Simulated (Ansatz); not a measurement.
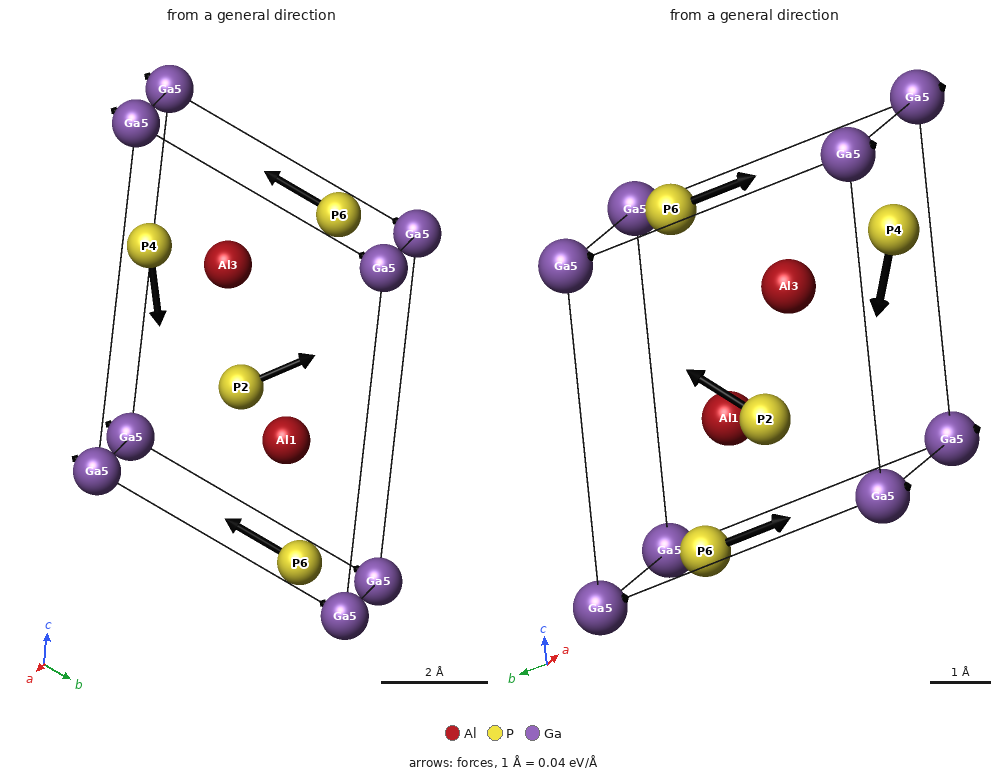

View from two general directions, drawn as a spheres-only model. The wireframe shows the cell (the run's own, in a reduced setting). The arrows are the computed forces on the atoms.

System: Al₂GaP₃. Run with DFT, HSE06, plane waves, PAW in Ansatz and these settings: plane waves to 420 eV, k-points about 0.50 Å⁻¹ apart, no spin polarisation.

### Do the forces show a relaxed structure?

No. The atoms still feel forces of up to about 0.05 eV/Å, above a usual threshold of 0.01 to 0.03 eV/Å.

The initial geometry was a structure type filled with these elements by a generator (whether the compound takes this form wasn't checked). Earlier steps of the study, as a rule a relaxation of our own, may have changed the cell and positions, so they can lie some per cent off the listed ones. It was run through Ansatz as a DFT input.
